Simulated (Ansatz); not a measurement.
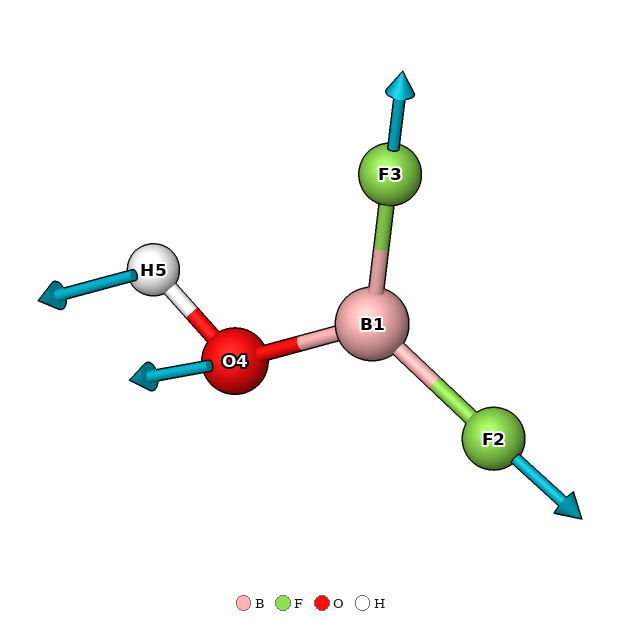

The arrows show one normal mode. Harmonic vibrations computed with RKS PBE0-D4/def2-TZVP (Ansatz 0.2.0) at a stationary point of the same level.

### What kind of motion is it?

Mostly in-phase stretching of 2 B–F bonds.

### At what wavenumber does it lie?

893 cm⁻¹; it is mode 5 of 9 counted from the lowest.
